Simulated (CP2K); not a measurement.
**C3H7F (2-fluoropropane): MP2/cc-pVDZ**

Aim: the energy change on altering one bond length of C3H7F (2-fluoropropane) at MP2/cc-pVDZ, from 2 runs. 

Program for the calculation: CP2K 2026.2.

2 further runs of the same task are left out: 1 that didn't finish, 1 set aside as unsound or not needed.

## Step 1: The molecule

The species is C3H7F (11 atoms), meant as a singlet with charge 0. As SMILES, `CC(C)F`. Geometry: relaxed at PBE0-D4/def2-TZVP.

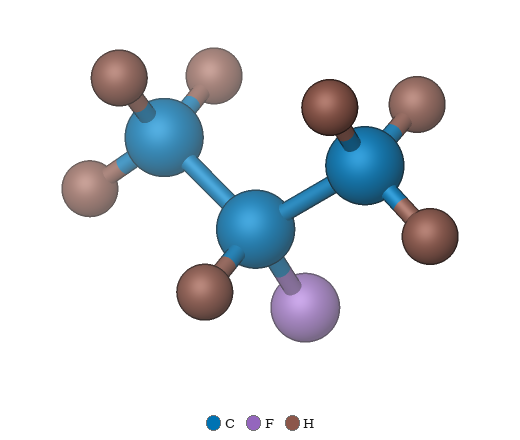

Viewed from a chosen angle; carbon blue, fluorine purple, hydrogen brown.

## Step 2: A single-point energy at MP2/cc-pVDZ

The input, molecule.xyz:

```xyz
11

C     -0.234500     1.045100    -0.703000
C     -0.479600    -0.306600    -0.081300
C      0.626400    -0.766200     0.834700
F     -0.614100    -1.242400    -1.108400
H     -1.041900     1.303400    -1.390000
H     -0.180600     1.814100     0.071000
H      0.707700     1.043900    -1.256000
H     -1.436600    -0.307200     0.453700
H      1.578500    -0.788700     0.299400
H      0.417300    -1.766700     1.216600
H      0.722800    -0.085600     1.683800
```

The input, run.inp:

```
&GLOBAL
 PROJECT_NAME run
 RUN_TYPE ENERGY
 PRINT_LEVEL MEDIUM
&END GLOBAL

&FORCE_EVAL
 METHOD QS
 &DFT
  BASIS_SET_FILE_NAME ./cc_pvdz.basis
  POTENTIAL_FILE_NAME POTENTIAL
  &QS
   METHOD GAPW
   EPS_DEFAULT 1.0E-10
  &END QS
  &MGRID
   CUTOFF 280
   REL_CUTOFF 50
   NGRIDS 4
  &END MGRID
  &POISSON
   PERIODIC NONE
   POISSON_SOLVER MULTIPOLE
  &END POISSON
  &SCF
   SCF_GUESS ATOMIC
   EPS_SCF 1.0E-07
   MAX_SCF 150
   ADDED_MOS 10
   &DIAGONALIZATION
    ALGORITHM STANDARD
   &END DIAGONALIZATION
   &MIXING
    METHOD DIRECT_P_MIXING
    ALPHA 0.4
   &END MIXING
  &END SCF
  &XC
   &XC_FUNCTIONAL NONE
   &END XC_FUNCTIONAL
   &HF
    FRACTION 1
    &SCREENING
     EPS_SCHWARZ 1.0E-10
    &END SCREENING
    &MEMORY
     MAX_MEMORY 1050
    &END MEMORY
   &END HF
   &WF_CORRELATION
    &MP2
     METHOD DIRECT_CANONICAL
    &END MP2
    MEMORY 900
   &END WF_CORRELATION
  &END XC
  &PRINT
   &MOMENTS
    PERIODIC F
    REFERENCE COM
    MAX_MOMENT 1
   &END MOMENTS
   &MO ON
    ENERGIES T
    OCCUPATION_NUMBERS T
    NDIGITS 6
    &EACH
     QS_SCF 0
    &END EACH
    ADD_LAST NUMERIC
   &END MO
   &LOWDIN ON
   &END LOWDIN
   &HIRSHFELD OFF
   &END HIRSHFELD
  &END PRINT
 &END DFT
 &SUBSYS
  &CELL
   ABC 10 10.6 10.1
   PERIODIC NONE
  &END CELL
  &TOPOLOGY
   COORD_FILE_NAME molecule.xyz
   COORD_FILE_FORMAT XYZ
   &CENTER_COORDINATES
   &END CENTER_COORDINATES
  &END TOPOLOGY
  &KIND C
   BASIS_SET cc-pVDZ
   POTENTIAL ALL
   LEBEDEV_GRID 194
   RADIAL_GRID 100
  &END KIND
  &KIND F
   BASIS_SET cc-pVDZ
   POTENTIAL ALL
   LEBEDEV_GRID 194
   RADIAL_GRID 100
  &END KIND
  &KIND H
   BASIS_SET cc-pVDZ
   POTENTIAL ALL
   LEBEDEV_GRID 194
   RADIAL_GRID 100
  &END KIND
 &END SUBSYS
&END FORCE_EVAL
```

Command:

```bash
$ OMP_NUM_THREADS=1 cp2k.psmp -i run.inp -o run.out
```

Log (excerpt; [...] marks lines left out):

```text
CP2K| version string:                                       CP2K version 2026.2
[...]
 GLOBAL| Method name                                                        CP2K
[...]
 GLOBAL| Run type                                                         ENERGY
[...]
 DFT| Spin restricted Kohn-Sham (RKS) calculation                            RKS
 DFT| Multiplicity                                                             1
[...]
 DFT| Charge                                                                   0
[...]
 QS| Method:                                                                GAPW
[...]
 QS| Density cutoff [a.u.]:                                                140.0
[...]
 QS| Relative density cutoff [a.u.]:                                        25.0
[...]
                             - Atoms:                                         11
[...]
                             - Spherical basis functions:                     91
[...]
 Number of electrons:                                                         34
[...]
     1 P_Mix/Diag. 0.40E+00    4.9     0.73889039      -218.3815658748 -2.18E+02
[...]
    17 DIIS/Diag.  0.63E-07    0.4     0.00000003      -217.1337379162 -1.99E-13
  *** SCF run converged in    17 steps ***
[...]
  Overlap energy of the core charge distribution:               0.00000593803751
  Self energy of the core charge distribution:               -201.77494725403753
  Core Hamiltonian energy:                                    -23.15882594642334
  Hartree energy:                                              59.37246759826137
  Exchange-correlation energy:                                  0.00000000000000
  Hartree-Fock Exchange energy:                               -28.18789811413122
[...]
                     Mulliken Population Analysis
 #  Atom  Element  Kind  Atomic population                           Net charge
       1     C        1          6.038019                             -0.038019
       2     C        1          5.805337                              0.194663
       3     C        1          6.038147                             -0.038147
       4     F        2          9.368926                             -0.368926
       5     H        3          0.954728                              0.045272
       6     H        3          0.969736                              0.030264
       7     H        3          0.960142                              0.039858
       8     H        3          0.980528                              0.019472
       9     H        3          0.959933                              0.040067
      10     H        3          0.954851                              0.045149
      11     H        3          0.969652                              0.030348
 # Total charge                             34.000000                 -0.000000
[...]
  Dipole moment [Debye]
    X=  0.3050766E+00 Y=  0.1422201E+01 Z=  0.1503281E+01  Total=      2.0917887
[...]
 ENERGY| Total FORCE_EVAL ( QS ) energy [hartree]           -217.762647734339936
[...]
```

Run time: 20 s. Hardware: 1 thread of Arm Neoverse V1, shared host; peak memory 0.57 GiB.

## Step 3: The distorted shape, same level

The input, job.inp:

```
&GLOBAL
   PROJECT job
   RUN_TYPE ENERGY
   PRINT_LEVEL MEDIUM
&END GLOBAL

&FORCE_EVAL
   METHOD QS
   &DFT
      BASIS_SET_FILE_NAME ./cc_pvdz.basis
      POTENTIAL_FILE_NAME POTENTIAL
      # Quickstep
      &QS
         METHOD GAPW
         EPS_DEFAULT 1.0E-10
      &END QS
      &MGRID
         CUTOFF 280
         REL_CUTOFF 50
         NGRIDS 4
      &END MGRID
      # cluster boundary conditions
      &POISSON
         PERIODIC NONE
         POISSON_SOLVER MULTIPOLE
      &END POISSON
      &SCF
         SCF_GUESS ATOMIC
         EPS_SCF 1.0E-07
         MAX_SCF 150
         ADDED_MOS 5
         &DIAGONALIZATION
            ALGORITHM STANDARD
         &END DIAGONALIZATION
         &MIXING
            METHOD DIRECT_P_MIXING
            ALPHA 0.4
         &END MIXING
      &END SCF
      &XC
         &XC_FUNCTIONAL NONE
         &END XC_FUNCTIONAL
         # exact exchange
         &HF
            FRACTION 1
            &SCREENING
               EPS_SCHWARZ 1.0E-10
            &END SCREENING
            &MEMORY
               MAX_MEMORY 1050
            &END MEMORY
         &END HF
         &WF_CORRELATION
            &MP2
               METHOD DIRECT_CANONICAL
            &END MP2
            MEMORY 900
         &END WF_CORRELATION
      &END XC
      &PRINT
         &MOMENTS
            PERIODIC F
            REFERENCE COM
            MAX_MOMENT 1
         &END MOMENTS
         &MO ON
            ENERGIES T
            OCCUPATION_NUMBERS T
            NDIGITS 6
            &EACH
               QS_SCF 0
            &END EACH
            ADD_LAST NUMERIC
         &END MO
         &LOWDIN ON
         &END LOWDIN
         &HIRSHFELD OFF
         &END HIRSHFELD
      &END PRINT
   &END DFT
   # structure
   &SUBSYS
      # box in angstrom
      &CELL
         ABC 10 10.6 10.1
         PERIODIC NONE
      &END CELL
      &COORD
         UNIT bohr
         C     -0.7102611     1.9752929    -1.1716982
         C     -1.1734330    -0.5790499     0.0031445
         C      0.9166041    -1.4475680     1.7341336
         F     -1.4276012    -2.3474556    -1.9377932
         H     -2.2360260     2.4634092    -2.4699401
         H     -0.6084049     3.4284923     0.2909498
         H      1.3373592     1.9726851    -2.3734960
         H     -2.9819009    -0.5801837     1.0141480
         H      2.7158123    -1.4900868     0.7225632
         H      0.5214624    -3.3382390     2.4558200
         H      1.0987737    -0.1614204     3.3387001
      &END COORD
      &TOPOLOGY
         &CENTER_COORDINATES
         &END CENTER_COORDINATES
      &END TOPOLOGY
      &KIND C
         BASIS_SET cc-pVDZ
         POTENTIAL ALL
         LEBEDEV_GRID 194
         RADIAL_GRID 100
      &END KIND
      &KIND F
         BASIS_SET cc-pVDZ
         POTENTIAL ALL
         LEBEDEV_GRID 194
         RADIAL_GRID 100
      &END KIND
      &KIND H
         BASIS_SET cc-pVDZ
         POTENTIAL ALL
         LEBEDEV_GRID 194
         RADIAL_GRID 100
      &END KIND
   &END SUBSYS
&END FORCE_EVAL
```

Command:

```bash
$ OMP_NUM_THREADS=1 cp2k.psmp job.inp > job.out
```

Log (excerpt; [...] marks lines left out):

```text
CP2K| version string:                                       CP2K version 2026.2
[...]
 GLOBAL| Method name                                                        CP2K
[...]
 GLOBAL| Run type                                                         ENERGY
[...]
 DFT| Spin restricted Kohn-Sham (RKS) calculation                            RKS
 DFT| Multiplicity                                                             1
[...]
 DFT| Charge                                                                   0
[...]
 QS| Method:                                                                GAPW
[...]
 QS| Density cutoff [a.u.]:                                                140.0
[...]
 QS| Relative density cutoff [a.u.]:                                        25.0
[...]
                             - Atoms:                                         11
[...]
                             - Spherical basis functions:                     91
[...]
 Number of electrons:                                                         34
[...]
     1 P_Mix/Diag. 0.40E+00    4.8     0.73937302      -218.2665418627 -2.18E+02
[...]
    17 DIIS/Diag.  0.79E-07    0.4     0.00000005      -217.1203870095 -5.12E-13
  *** SCF run converged in    17 steps ***
[...]
  Overlap energy of the core charge distribution:               0.00000512426285
  Self energy of the core charge distribution:               -201.77494725403753
  Core Hamiltonian energy:                                    -23.30519406138012
  Hartree energy:                                              59.48934178064612
  Exchange-correlation energy:                                  0.00000000000000
  Hartree-Fock Exchange energy:                               -28.13011728603545
[...]
  Dipole moment [Debye]
    X=  0.1801718E+00 Y=  0.1395311E+01 Z=  0.1587947E+01  Total=      2.1215398
[...]
 ENERGY| Total FORCE_EVAL ( QS ) energy [hartree]           -217.751217659126326
[...]
```

Wall time 19 s (1 thread of Arm Neoverse V1, shared host); peak memory 0.57 GiB.

## Step 4: What came out

At MP2/cc-pVDZ:

| quantity | value |
| --- | --- |
| first shape: total energy | -217.76265 Eh |
| first shape: dipole moment (of the density that the program reports) | 2.09 D |
| first shape: HOMO energy (Hartree–Fock orbitals) | -13.03 eV |
| first shape: LUMO energy (Hartree–Fock orbitals) | 4.89 eV |
| first shape: HOMO–LUMO gap (Hartree–Fock orbitals) | 17.91 eV |
| first shape: correlation energy | -628.9 mEh |
| distorted shape: total energy | -217.75122 Eh |
| distorted shape: dipole moment (of the density that the program reports) | 2.12 D |
| distorted shape: HOMO energy (Hartree–Fock orbitals) | -12.84 eV |
| distorted shape: LUMO energy (Hartree–Fock orbitals) | 4.84 eV |
| distorted shape: HOMO–LUMO gap (Hartree–Fock orbitals) | 17.68 eV |
| distorted shape: correlation energy | -630.8 mEh |
| energy change with the C1–H7 bond stretched from 1.092 to 1.256 Å | 0.311 eV |

In words: With the C1–H7 bond stretched from 1.092 to 1.256 Å the energy rises by 0.31 eV (30.0 kJ/mol). The first shape isn't relaxed at this level, so the change isn't measured from a minimum.
